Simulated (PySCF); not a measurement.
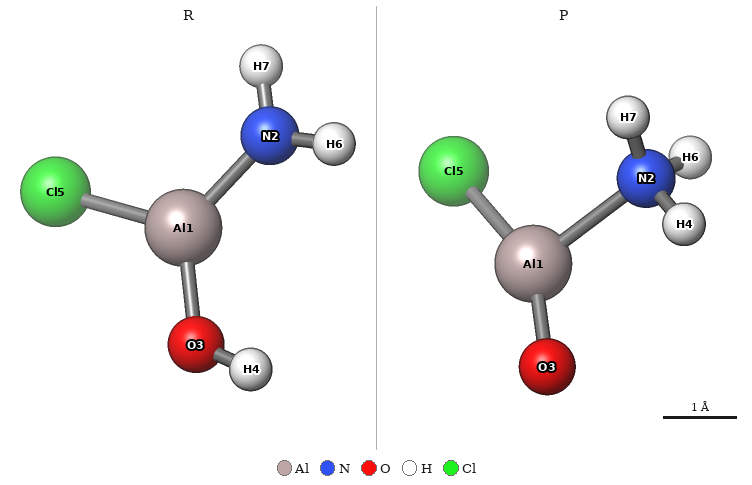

Reactant (R) and product (P) of one elementary step of AlNH₃OCl. Style: ball-and-stick. Shown at a tilt.

Stationary points at PBE0-D4/def2-TZVP, single-point energies with CCSD(T)/CBS, PBE-D4, wB97M-V (def2-TZVPP where no basis is named; PySCF 2.14.0). The energies are electronic, without zero-point or thermal terms, and both ends are the minima reached downhill from the saddle, with any fragments still in contact. CCSD(T)/CBS stands for a frozen-core estimate: MP2 correlation extrapolated from def2-TZVPP and def2-QZVPP, CCSD(T) minus MP2 from the smaller set.

Q: Predict the saddle point between them and the barrier.

A: From R over the saddle to P, a bond forms: N2–H4 (3.29 → 1.19 → 1.02 Å). A bond breaks: O3–H4 (0.95 → 1.46 → 2.74 Å). Bonds that stay but change much: Al1–N2 (1.75 → 1.93 → 2.01 Å). The saddle has one imaginary mode, 1084i cm⁻¹. With CCSD(T)/CBS the barrier is 2.37 eV from R and 0.37 eV from P, and P lies 2.00 eV above R.

```tsv
level	barrier from R (eV)	barrier from P (eV)	P less R (eV)
CCSD(T)/CBS	2.37	0.37	2.00
PBE-D4	1.97	0.23	1.73
wB97M-V	2.34	0.33	2.01
```

Against CCSD(T)/CBS, wB97M-V comes closest on the barrier from R (−0.03 eV) and PBE-D4 misses most (−0.41 eV).

The saddle point in the same view, with dashed sticks for the bonds that form or break:

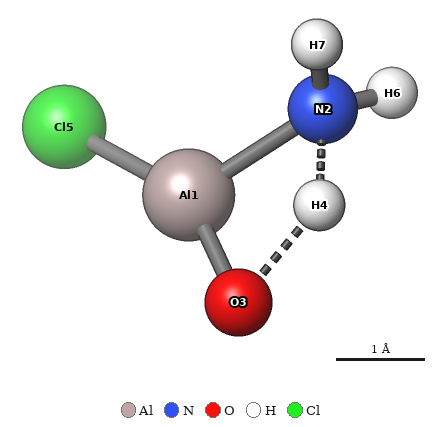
